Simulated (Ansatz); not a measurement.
```tsv
atom	x (Å)	y (Å)	z (Å)
C	0.5629	1.1284	0.7509
C	0.0307	-0.1061	0.3526
C	-0.4734	-0.9634	1.3342
C	-0.4298	-0.5629	2.6710
C	0.5570	1.4324	2.1292
Ge	1.1899	1.8707	-1.8825
N	0.0766	0.6138	3.0588
O	1.0813	2.0497	-0.0869
H	1.8457	3.1834	-2.2991
H	2.0573	0.6449	-2.2012
H	-0.2291	1.7095	-2.4456
H	0.0077	-0.3978	-0.7029
H	-0.8958	-1.9341	1.0585
H	-0.8185	-1.2163	3.4617
H	0.9716	2.3966	2.4509
```

Geometry: r2SCAN-D4/def2-SVP.

These are results of isolated molecule in a Gaussian basis; Kohn-Sham density functional theory, functional PBE0 in Ansatz 0.2.0, not measurements.

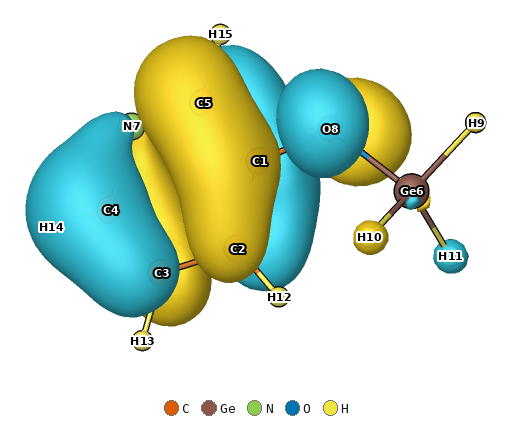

C$_{5}$H$_{7}$GeNO. One frontier orbital at ±0.08 Å⁻³ᐟ² (yellow and cyan are the two phases), seen at a tilt.

**Which orbital is it: HOMO or LUMO?**

The HOMO, at −6.76 eV. Its weight (Hirshfeld) is mainly on C4 (about 20 %), O8 (about 20 %), C1 (about 15 %), C5 (about 15 %), C3 (about 10 %) and C2 (about 10 %).
